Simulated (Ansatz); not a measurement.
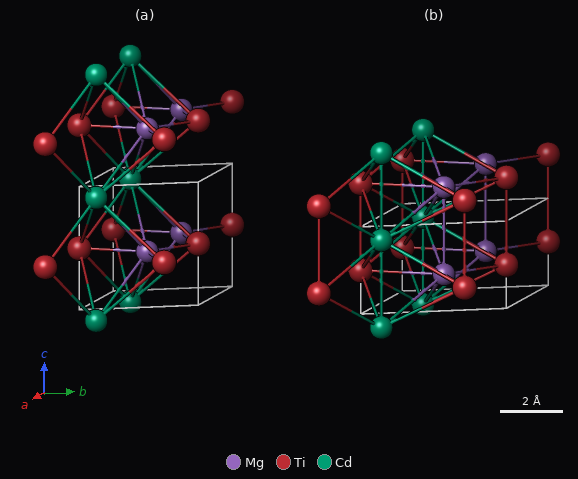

The structure of crystalline MgTiCd (a generated structure, set up in P-6m2) (coarse preliminary run) before (left) and after (right) a relaxation, at one scale.

Style: ball-and-stick. Shown: the cell of the calculation, repeated 2 × 1 × 2 with one cell outlined, slightly off an axis.

Level of theory: DFT PBE, scalar-relativistic, plane waves, PAW in Ansatz. Set-up: plane-wave cutoff 420 eV; k-point mesh 6 × 6 × 4; occupations gaussian; smearing width 0.1 eV; no spin polarisation; cell and atoms relaxed; force threshold 0.04 eV/Å; at most 70 steps.

Q: Describe what moved and what it gained.

A: No atom moves by more than 0.005 Å relative to the cell. The volume changes by +6.6 %, with a = b 3.998 → 4.902 Å (+22.6 %), c 4.069 → 2.886 Å (−29.1 %). Near-neighbour distances that change, for instance: Mg–Mg 4.069 → 2.886 Å, Cd–Cd 4.069 → 2.886 Å, Ti–Ti 4.069 → 2.886 Å, Mg–Ti 2.308 → 2.830 Å. The space group stays P-6m2 (No. 187). After 11 accepted moves (13 points after the start) the energy has fallen by 987 meV per atom. All forces vanish by symmetry, so only the cell relaxes. The pressure goes from 16.30 to 0.08 GPa. The SCF was repeated twice at an unchanged geometry on a basis and grid sized afresh for the cell, which shifted the energy by 31.0 meV per atom at most. The run took 50 s on 1 thread of Arm Neoverse V1, on a shared host, peak memory 0.35 GiB.

Limits of the set-up: the k-point mesh is coarse for a cell with partly filled bands.
